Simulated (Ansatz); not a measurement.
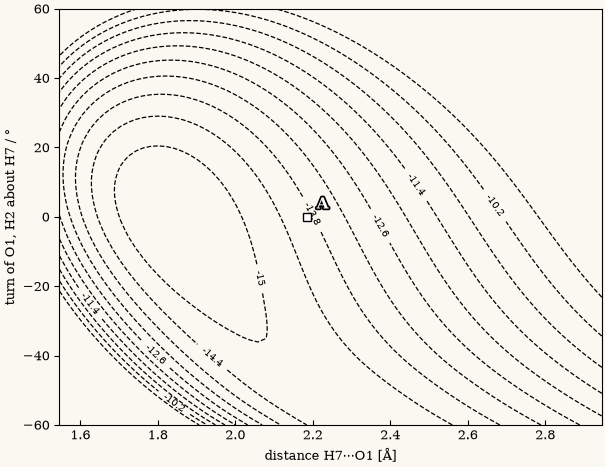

The pair HO···CH₃F, charge −1. The turn is about an axis along (−0.04, −0.99, 0.13) in the frame of the relaxed pair, normal to the line between the partners. The first coordinate is: distance H7···O1; the second: turn of O1, H2 about H7. The scan uses a 15 × 15 grid. Points are written as (first, second). All energies are given in kcal/mol relative to the ion and the molecule far apart, frozen as in the relaxed pair, each in its own basis (no counterpoise correction). The calculation used Ansatz 0.2.0, RKS CAM-B3LYP-D4/def2-SVPD.

In the figure: contour lines labelled in kcal/mol (none above −9.6), the point A. Between grid points the surface is interpolated.

Q: Which way does the force act at A, and how strong is it?

A: A, at (2.185 Å, 0.0°), is not a stationary point. The computed force is 7.2 kcal/mol for each Å towards smaller values of distance H7···O1 and 0.032 kcal/mol for each degree towards smaller values of turn of O1, H2 about H7.
